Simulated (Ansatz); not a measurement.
System: FH3Sn···H2.

Input

```
crystal:
  periodic: [false, false, false]
  atoms:
    - { symbol: Sn, position_ang: [-0.471463, 0.0, -0.456559] }
    - { symbol: H, position_ang: [0.160667, 3.1e-05, 2.424355] }
    - { symbol: H, position_ang: [1.028648, -4.0e-06, 0.368425] }
    - { symbol: H, position_ang: [-0.713908, 1.441415, -1.358223] }
    - { symbol: H, position_ang: [-0.713916, -1.441414, -1.358222] }
    - { symbol: F, position_ang: [-1.881624, 2.0e-06, 0.826287] }
    - { symbol: H, position_ang: [-0.549703, -3.1e-05, 2.483237] }
basis:
  gaussian: { orbitals: def2-TZVP }
hamiltonian:
  xc: pbe
  dispersion: d4
relax:
  f_tol: 0.03
  max_steps: 50
output:
  orbitals: {}
```

Launched as:

```sh
ansatz run input.yaml --threads 4 --pin off --max-ram 5120MiB --backend cpu --events-out ev --progress --plain --runs-dir out
```

The fields are those of the run's last geometry, not of the input's.

Core potentials replace the inner electrons of Sn.

Method: Ansatz, RKS PBE-D4/def2-TZVP.

What can the converged electron density and electron localisation function tell about the bonding?

F6···H7 (2.47 Å): the density falls to about 0.05 e/Å³ on the way; the ELF dips to about 0 between them (a weak contact between the two molecules).
Sn–F (1.95 Å): ρ at the midpoint is about 0.78 e/Å³; the ELF peaks at about 0.80 in the valence shell of F, 0.5 Å from its nucleus, and drops to about 0.15 between the two atoms.
H–H (0.75 Å): ρ is about 1.7 e/Å³ halfway; the ELF peaks at about 1 between the atoms.
Sn–H (1.71 Å): ρ at the midpoint is about 1.2 e/Å³; the ELF climbs to about 1 towards the hydrogen.

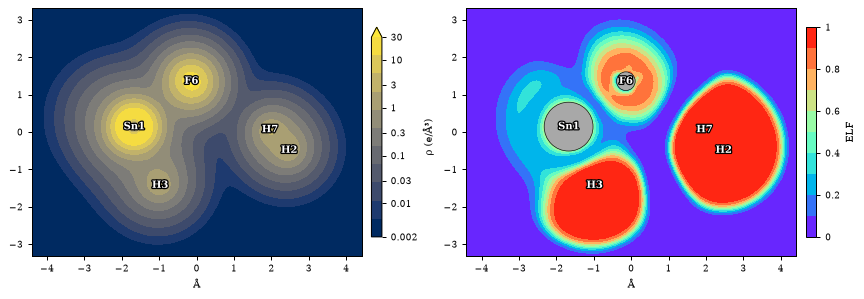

Computed electron density and electron localisation function on the plane of atoms H3, Sn1 and F6, in this order. Grey discs cover the atomic cores in the ELF map. 
